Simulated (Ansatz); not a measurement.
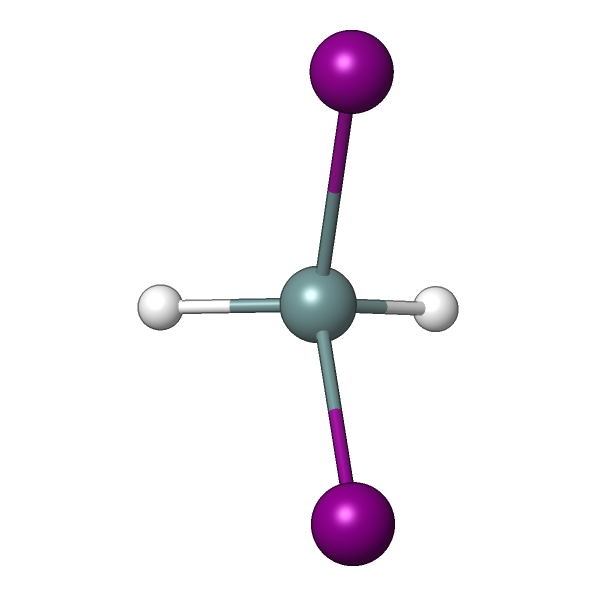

Rendered structure (ball-and-stick style). Colours: iodine pink, germanium teal, hydrogen white.

The geometry was computed by an optimisation with PBE0-D4/def2-TZVP.

> Count the atoms of each element.

GeH2I2, 5 atoms: 1 germanium, 2 hydrogen and 2 iodine.

> Write the SMILES.

[I][GeH2][I]

The parts below concern this one geometry. Atoms keep their numbers from picture to picture.

Geometry

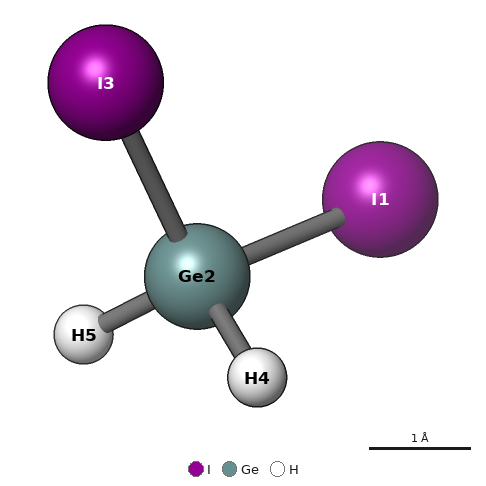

> What is the geometry at Ge2?

Ge2 has 4 neighbours (I1 at 2.50, I3 at 2.50, H4 at 1.53, H5 at 1.53 Å); the arrangement is tetrahedral.

Vibrations

Harmonic vibrations computed with RKS PBE0-D4/def2-TZVP, core potentials on I (Ansatz 0.2.0) at a stationary point of the same level.

> How many vibrational modes are there, and where do they lie?

9 modes: 72, 237, 270, 444, 615, 720, 841, 2169, 2186 cm⁻¹.

Dipole moment

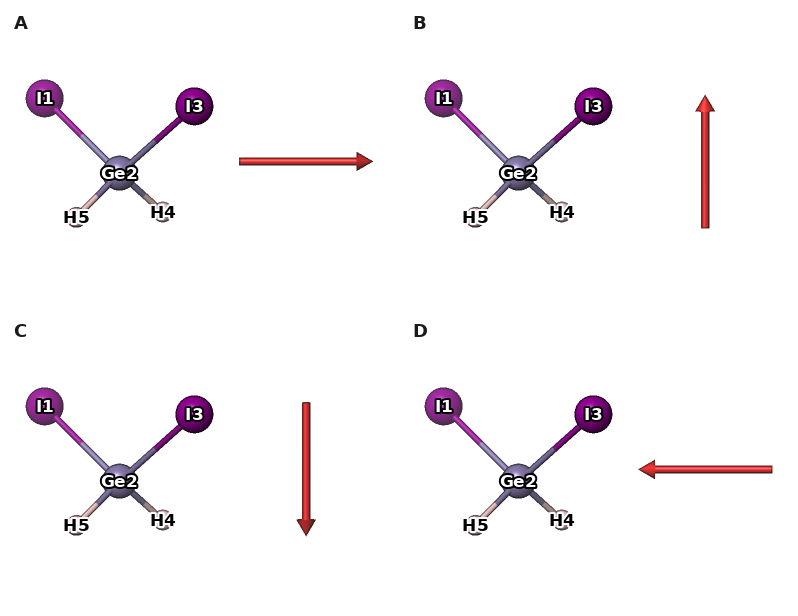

The same molecule four times, each with an arrow. Method: RKS B3LYP-D4/def2-TZVPP, core potentials on I (Ansatz 0.2.0).

> Which arrow points along the dipole moment, from the negative to the positive end?

C. The dipole moment is 1.18 D; it points from the side of I1, I3 to the side of H4, H5 (the outermost atoms at the two ends).

Charges

The questions are on Mulliken charges. Properties computed with RKS ωB97M-V/def2-TZVPP, core potentials on I (Ansatz 0.2.0).

Give the Mulliken charges atom by atom.

| atom | value (e) |
| --- | --- |
| I1 | −0.17 |
| Ge2 | 0.23 |
| I3 | −0.17 |
| H4 | 0.06 |
| H5 | 0.06 |

Mulliken values depend strongly on the basis set and can even reverse the polarity of a bond.
